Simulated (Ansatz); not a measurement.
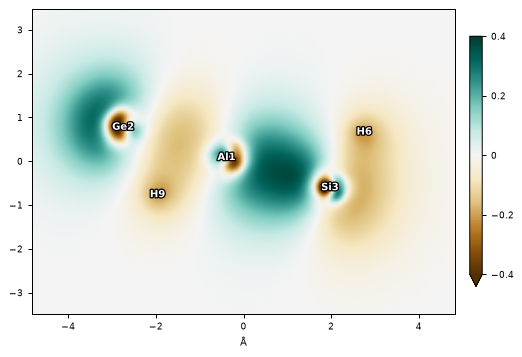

AlGeH6Si (charge +1). One frontier orbital on the plane of atoms Ge2, Al1 and H9 (values in Å⁻³ᐟ²; the overall sign is arbitrary).

Geometry: r2SCAN-D4/def2-SVP.

Theory: isolated molecule in a Gaussian basis; Kohn-Sham density functional theory, functional PBE0 in Ansatz 0.2.0.

The calculation's input:

```
crystal:
  periodic: [false, false, false]
  atoms:
    - symbol: Al
      position_ang: [0.006824, -1.168333, -0.382544]
    - symbol: Ge
      position_ang: [2.032671, -1.593875, -1.704157]
    - symbol: Si
      position_ang: [-2.016767, -0.743936, 0.937135]
    - symbol: H
      position_ang: [-3.142897, -1.282802, 0.127602]
    - symbol: H
      position_ang: [-2.079003, 0.732438, 1.111384]
    - symbol: H
      position_ang: [-1.819386, -1.473762, 2.218648]
    - symbol: H
      position_ang: [0.823296, -2.625555, -1.029283]
    - symbol: H
      position_ang: [1.756884, -0.852318, -0.168971]
    - symbol: H
      position_ang: [0.592961, -0.689198, -2.005943]
basis:
  gaussian: {orbitals: def2-TZVPD}
total_charge: 1
hamiltonian: {xc: pbe0}
output: {forces: true, orbitals: {seedname: orbitals}}
```

Command:

```sh
ansatz run input.yaml --threads 2 --pin off --max-ram 4350MiB --events-out events.jsonl --progress --plain --runs-dir runs
```

Which orbital is it: HOMO or LUMO?

Answer. The HOMO, at −12.62 eV. Its weight (Hirshfeld) is mainly on Ge2 (about 30 %), Si3 (about 30 %) and Al1 (about 25 %).
